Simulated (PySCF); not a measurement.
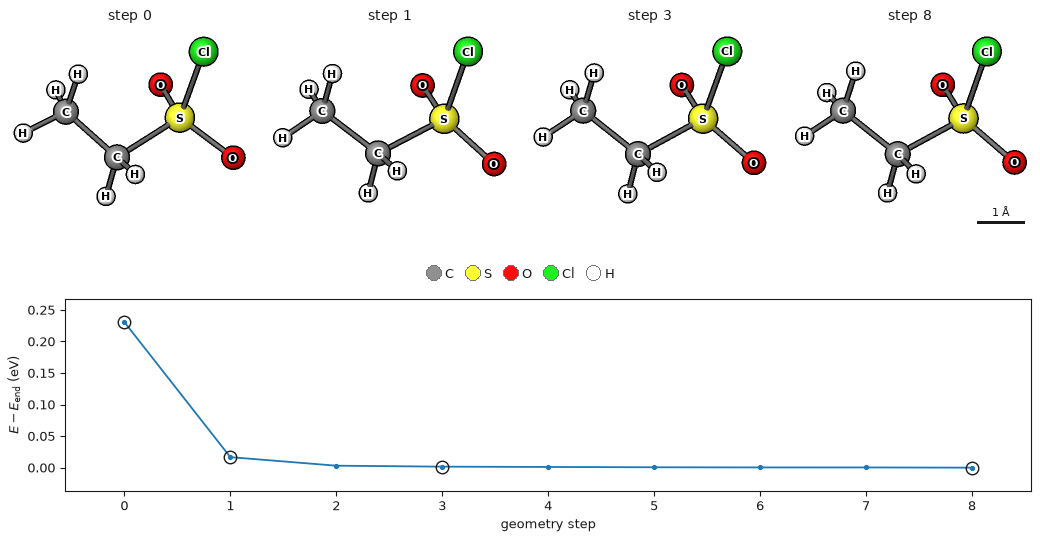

Frames of a relaxation of C2H5ClO2S, marked on the history of the run. The picture is a ball-and-stick view, seen at a tilt.

The start comes from GFN2-xTB. Its atoms were then displaced at random by about 0.01 Å.

Level of theory: PBE0-D3(BJ)/def2-SVP geometry optimisation, gas phase in PySCF 2.14.0, density-fitted response routines. 

**Describe the path.**

The energy falls by 0.231 eV in 8 geometry steps. An H atom moves most after the best rigid fit: 0.20 Å. By element the largest moves are H 0.20 Å, O 0.13 Å, Cl 0.08 Å, S 0.08 Å, C 0.08 Å. Among the contacts that change: Cl–S 2.049 → 2.106 Å, C–C 1.474 → 1.510 Å, O–S 1.418 → 1.447 Å, C–H 1.085 → 1.103 Å. Bond angles that change, for instance: C–C–S 106.3° → 113.7°, O–S–O 116.8° → 121.9°, C–S–O 113.2° → 109.4°. From step 0 to 1: an H atom moves most (0.15 Å), energy −0.214 eV. From step 1 to 3: an H atom moves most (0.04 Å), energy −0.015 eV. From step 3 to 8: an H atom moves most (0.09 Å), energy −0.002 eV.
